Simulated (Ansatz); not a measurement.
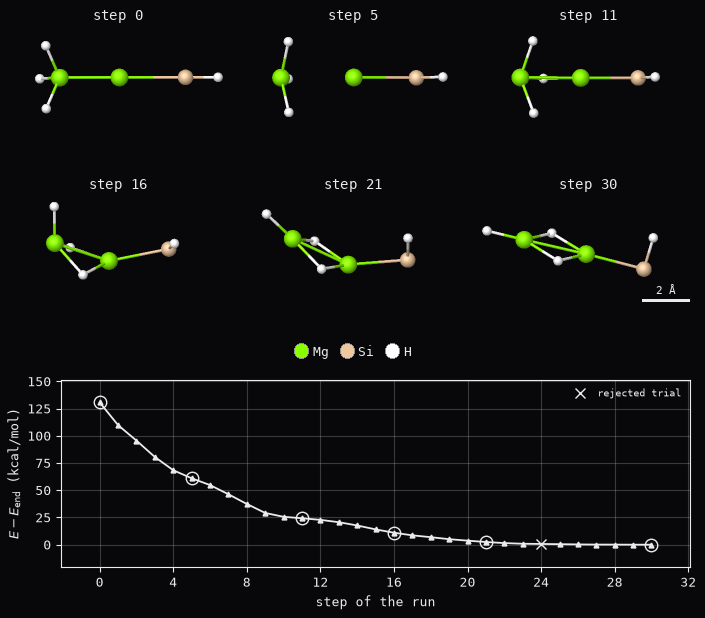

Frames of a relaxation of Mg2SiH4, marked on the history of the run. Style: ball-and-stick. Shown face on.

It is one of the separated reactants of a reaction.

Theory: Ansatz 0.2.0, RKS PBE-D4/def2-SVP. (force threshold 0.03 eV/Å; at most 250 steps)

**What happens along the run?**

Over 29 accepted moves (30 points after the start) the energy falls by 130.8 kcal/mol. The largest force component goes from 2.5 to 0.019 eV/Å. The line search rejected the trial step at point 24 of the run. The largest moves after the best rigid fit, 1.95 Å, are those of H atoms. By element the largest moves are H 1.95 Å, Si 1.20 Å, Mg 0.43 Å. Near-neighbour distances that change, for instance: H–Mg 3.653 → 1.914 Å, Mg–Mg 2.606 → 2.834 Å, Mg–Si 2.884 → 2.662 Å, H–Mg 1.720 → 1.897 Å. Among the angles between lasting bonds that change: Mg–Si–H 180.0° → 86.3°, Mg–Mg–H 113.6° → 42.1°, Mg–Mg–H 113.6° → 179.4°. From step 0 to 5: the Si atom moves most (0.73 Å), energy −69.7 kcal/mol. From step 5 to 11: an H atom moves most (1.02 Å), energy −36.8 kcal/mol. From step 11 to 16: an H atom moves most (0.89 Å), energy −13.3 kcal/mol. From step 16 to 21: an H atom moves most (0.96 Å), energy −8.54 kcal/mol. From step 21 to 30: an H atom moves most (0.85 Å), energy −2.47 kcal/mol.

```json
{"step": "0", "E − E(0), kcal/mol": "0.00", "largest force component, eV/Å": "2.5347", "note": ""}
{"step": "1", "E − E(0), kcal/mol": "-20.87", "largest force component, eV/Å": "1.3087", "note": ""}
{"step": "2", "E − E(0), kcal/mol": "-35.11", "largest force component, eV/Å": "1.3945", "note": ""}
{"step": "3", "E − E(0), kcal/mol": "-50.16", "largest force component, eV/Å": "1.4275", "note": ""}
{"step": "4", "E − E(0), kcal/mol": "-62.33", "largest force component, eV/Å": "0.9589", "note": ""}
{"step": "5", "E − E(0), kcal/mol": "-69.74", "largest force component, eV/Å": "0.5187", "note": ""}
{"step": "6", "E − E(0), kcal/mol": "-75.99", "largest force component, eV/Å": "0.5261", "note": ""}
{"step": "7", "E − E(0), kcal/mol": "-84.42", "largest force component, eV/Å": "0.6950", "note": ""}
{"step": "8", "E − E(0), kcal/mol": "-93.34", "largest force component, eV/Å": "0.8255", "note": ""}
{"step": "9", "E − E(0), kcal/mol": "-101.61", "largest force component, eV/Å": "0.6499", "note": ""}
{"step": "10", "E − E(0), kcal/mol": "-105.15", "largest force component, eV/Å": "0.5763", "note": ""}
{"step": "11", "E − E(0), kcal/mol": "-106.50", "largest force component, eV/Å": "0.3918", "note": ""}
{"step": "12", "E − E(0), kcal/mol": "-107.96", "largest force component, eV/Å": "0.2433", "note": ""}
{"step": "13", "E − E(0), kcal/mol": "-110.10", "largest force component, eV/Å": "0.2656", "note": ""}
{"step": "14", "E − E(0), kcal/mol": "-113.10", "largest force component, eV/Å": "0.2587", "note": ""}
{"step": "15", "E − E(0), kcal/mol": "-116.71", "largest force component, eV/Å": "0.2800", "note": ""}
{"step": "16", "E − E(0), kcal/mol": "-119.77", "largest force component, eV/Å": "0.2477", "note": ""}
{"step": "17", "E − E(0), kcal/mol": "-122.18", "largest force component, eV/Å": "0.3496", "note": ""}
{"step": "18", "E − E(0), kcal/mol": "-123.87", "largest force component, eV/Å": "0.2191", "note": ""}
{"step": "19", "E − E(0), kcal/mol": "-125.71", "largest force component, eV/Å": "0.2123", "note": ""}
{"step": "21", "E − E(0), kcal/mol": "-128.31", "largest force component, eV/Å": "0.1964", "note": ""}
{"step": "22", "E − E(0), kcal/mol": "-129.28", "largest force component, eV/Å": "0.1394", "note": ""}
{"step": "23", "E − E(0), kcal/mol": "-129.91", "largest force component, eV/Å": "0.1279", "note": ""}
{"step": "24", "E − E(0), kcal/mol": "-129.79", "largest force component, eV/Å": "0.3540", "note": "rejected"}
{"step": "25", "E − E(0), kcal/mol": "-130.29", "largest force component, eV/Å": "0.0480", "note": ""}
{"step": "26", "E − E(0), kcal/mol": "-130.51", "largest force component, eV/Å": "0.0384", "note": ""}
{"step": "27", "E − E(0), kcal/mol": "-130.67", "largest force component, eV/Å": "0.1397", "note": ""}
{"step": "28", "E − E(0), kcal/mol": "-130.69", "largest force component, eV/Å": "0.0929", "note": ""}
{"step": "29", "E − E(0), kcal/mol": "-130.77", "largest force component, eV/Å": "0.0134", "note": ""}
{"step": "30", "E − E(0), kcal/mol": "-130.78", "largest force component, eV/Å": "0.0193", "note": ""}
```
